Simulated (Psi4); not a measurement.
# InH3Cl− ([InClH3]-) at B3LYP/def2-SVPD (core potential)

What is the vertical ionisation energy of InH3Cl− ([InClH3]-) at B3LYP/def2-SVPD (core potential)? 

Program for the calculation: Psi4 1.11.

**1. The system as given**

InH3Cl− has 5 atoms, charge -1, and is taken as a singlet. As SMILES, `[H][In-]([H])([H])[Cl]`. The shape comes from GFN2-xTB, which is rough for such elements, and wasn't checked as a minimum.

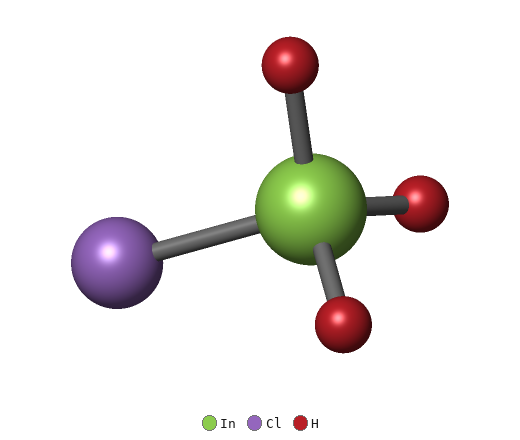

The structure, seen from a chosen angle (indium green, chlorine purple, hydrogen red).

**2. Energy and forces at B3LYP/def2-SVPD (core potential)**

calc.dat reads:

```
memory 1600 mb

molecule mol {
  -1 1
  In    -0.002150     0.000620    -0.175700
  Cl     0.012800    -0.020350     2.163640
  H      1.620790     0.013380    -0.670930
  H     -0.818090     1.410990    -0.645940
  H     -0.813350    -1.404640    -0.671060
  symmetry c1
}

set {
  basis def2-SVPD
  puream true
  e_convergence 1e-09
  d_convergence 1e-08
  scf_type pk
  dft_radial_points 99
  dft_spherical_points 590
}

e_tot, wfn = gradient('b3lyp', return_wfn=True)
oeprop(wfn, 'QUADRUPOLE', 'LOWDIN_CHARGES', 'WIBERG_LOWDIN_INDICES', title='B3LYP')
```

On the command line:

```
psi4 -i calc.dat -o calc.out -n 1
```

calc.out:

```text
[...]
    !!!  WARNING: ECP capability is in beta. Please check occupations closely.  !!!
[...]
  Running in c1 symmetry.
[...]
  Nuclear repulsion =  109.245162222774425
[...]
  Multiplicity = 1
[...]
  Nalpha       = 21
  Nbeta        = 21
[...]
    Number of basis functions: 83
[...]
   @RKS iter   1:  -651.91461910442570   -7.36699e-01   6.88449e-03 DIIS/ADIIS
[...]
   @RKS iter  10:  -652.15608218009220   -4.88853e-12   3.08703e-09 DIIS
[...]
    Orbital Energies [Eh]
    ---------------------
    Doubly Occupied:
       1A   -101.291566     2A     -9.244364     3A     -7.009478
       4A     -7.005541     5A     -7.005540     6A     -4.466853
       7A     -2.872079     8A     -2.867465     9A     -2.867455
      10A     -0.616053    11A     -0.563000    12A     -0.562957
      13A     -0.554863    14A     -0.554834    15A     -0.546115
      16A     -0.257363    17A     -0.140174    18A     -0.136877
      19A     -0.136786    20A     -0.087925    21A     -0.087610
[...]
  @RKS Final Energy:  -652.15608218009220
   => Energetics <=
    Nuclear Repulsion Energy =            109.2451622227744252
    One-Electron Energy =               -1198.5008680225218995
    Two-Electron Energy =                 474.5751028516112342
    DFT Exchange-Correlation Energy =     -37.4754792319561219
    Empirical Dispersion Energy =           0.0000000000000000
    VV10 Nonlocal Energy =                  0.0000000000000000
    Total Energy =                       -652.1560821800921985
[...]
  -Total Gradient:
     Atom            X                  Y                   Z
    ------   -----------------  -----------------  -----------------
       1       -0.000009404674    -0.000189117044     0.030695017929
       2       -0.000241958943     0.000417126011    -0.044962454286
       3       -0.019400600068    -0.000025278642     0.004858355093
       4        0.009969016648    -0.017015813369     0.004575047182
       5        0.009682792669     0.016813596362     0.004836726295
[...]
 Multipole Moments:
 ------------------------------------------------------------------------------------
     Multipole            Electronic (a.u.)      Nuclear  (a.u.)        Total (a.u.)
 ------------------------------------------------------------------------------------
 L = 1.  Multiply by 2.5417464519 to convert [e a0] to [Debye]
 Dipole X            :         -0.2161027            0.2095658           -0.0065370
 Dipole Y            :          0.2787926           -0.2774338            0.0013588
 Dipole Z            :        -32.1412278           31.6841329           -0.4570949
 Magnitude           :                                                    0.4571436
 L = 2.  Multiply by 1.3450342976 to convert [e a0^2] to [Debye ang]
 Quadrupole XX       :        -50.2082491           14.1425362          -36.0657129
 Quadrupole XY       :         -0.0274674            0.0221979           -0.0052695
[...]
```

Run time: 17 s. Hardware: 1 thread of Intel Xeon Platinum 8375C at 2.90GHz (Ice Lake), shared host; peak memory 0.92 GiB.

**3. Doublet neutral InH3Cl**

clh3in.xyz reads:

```xyz
5
ClH3In
In    -0.002150     0.000620    -0.175700
Cl     0.012800    -0.020350     2.163640
H      1.620790     0.013380    -0.670930
H     -0.818090     1.410990    -0.645940
H     -0.813350    -1.404640    -0.671060
```

job.py reads:

```python
import psi4

psi4.set_memory(1600000000)
psi4.set_num_threads(1)
psi4.set_output_file('clh3in.out', False)

with open('clh3in.xyz') as f:
    atoms = ''.join(f.readlines()[2:])
mol = psi4.geometry('0 2\n' + atoms + 'symmetry c1')

psi4.set_options({
    'basis': 'def2-SVPD',
    'reference': 'uks',
    'puream': True,
    'e_convergence': 1e-09,
    'd_convergence': 1e-08,
    'scf_type': 'pk',
    'dft_radial_points': 99,
    'dft_spherical_points': 590,
    'maxiter': 200,
})

e = psi4.gradient('b3lyp', molecule=mol)
print('gradient / Eh bohr^-1')
print(e.np.round(6))
```

On the command line:

```
python job.py
```

clh3in.out, cut to the lines that bear on the results:

```text
[...]
    !!!  WARNING: ECP capability is in beta. Please check occupations closely.  !!!
[...]
  Running in c1 symmetry.
[...]
  Nuclear repulsion =  109.245162222774425
[...]
  Multiplicity = 2
[...]
  Nalpha       = 21
  Nbeta        = 20
[...]
    Number of basis functions: 83
[...]
   @UKS iter   1:  -651.77190197697064   -5.93982e-01   6.10849e-03 ADIIS/DIIS
[...]
   @UKS iter  20:  -651.98850841943340   -2.50111e-12   4.02496e-09 DIIS
[...]
   @S^2 Observed:                7.595189183E-01
[...]
  @UKS Final Energy:  -651.98850841943340
   => Energetics <=
    Nuclear Repulsion Energy =            109.2451622227744252
    One-Electron Energy =               -1189.1603133242974764
    Two-Electron Energy =                 465.1696618399316208
    DFT Exchange-Correlation Energy =     -37.2430191578419922
    Empirical Dispersion Energy =           0.0000000000000000
    VV10 Nonlocal Energy =                  0.0000000000000000
    Total Energy =                       -651.9885084194332876
[...]
 Multipole Moments:
 ------------------------------------------------------------------------------------
     Multipole            Electronic (a.u.)      Nuclear  (a.u.)        Total (a.u.)
 ------------------------------------------------------------------------------------
 L = 1.  Multiply by 2.5417464519 to convert [e a0] to [Debye]
 Dipole X            :         -0.3693965            0.2095658           -0.1598308
 Dipole Y            :          0.6520064           -0.2774338            0.3745726
 Dipole Z            :        -32.3389745           31.6841329           -0.6548416
 Magnitude           :                                                    0.7711472
[...]
  -Total Gradient:
     Atom            X                  Y                   Z
    ------   -----------------  -----------------  -----------------
       1       -0.010278158177     0.025039756339     0.009889792649
       2        0.000437614764    -0.001556562405    -0.025697495070
       3       -0.016295311254    -0.011536076904     0.003962223271
       4        0.009938989810    -0.019777904942     0.008364923100
       5        0.016196693926     0.007831253992     0.003483183871
[...]
```

The script printed:

```text
gradient / Eh bohr^-1
[[-0.010278  0.02504   0.00989 ]
 [ 0.000438 -0.001557 -0.025697]
 [-0.016295 -0.011536  0.003962]
 [ 0.009939 -0.019778  0.008365]
 [ 0.016197  0.007831  0.003483]]
```

Run time: 32 s. Hardware: 1 thread of Intel Xeon Platinum 8375C at 2.90GHz (Ice Lake), shared host; peak memory 0.92 GiB.

**4. Results**

Level: B3LYP/def2-SVPD (core potential).

```
                                                              quantity          value
                                         singlet InH3Cl−: total energy  -652.15608 Eh
                                          singlet InH3Cl−: HOMO energy       -2.38 eV
                                          singlet InH3Cl−: LUMO energy        3.55 eV
singlet InH3Cl−: HOMO–LUMO gap (to an unbound level, set by the basis)        5.94 eV
                             singlet InH3Cl−: largest force on an atom     2.312 eV/Å
                                  doublet neutral InH3Cl: total energy  -651.98851 Eh
                                 doublet neutral InH3Cl: dipole moment         1.96 D
            doublet neutral InH3Cl: HOMO energy (highest over α and β)       -7.78 eV
             doublet neutral InH3Cl: LUMO energy (lowest over α and β)       -6.76 eV
                                          doublet neutral InH3Cl: ⟨S²⟩          0.760
                      doublet neutral InH3Cl: largest force on an atom     1.482 eV/Å
                   vertical detachment energy (to the doublet neutral)       4.560 eV
```

What this shows: Removing an electron at fixed nuclei costs 4.56 eV (440 kJ/mol). The largest force (singlet InH3Cl−) is 2.31 eV/Å: the shape isn't a stationary point for this species at this level. −ε(HOMO) before ionisation, 2.38 eV, is 2.18 eV below this ionisation energy.
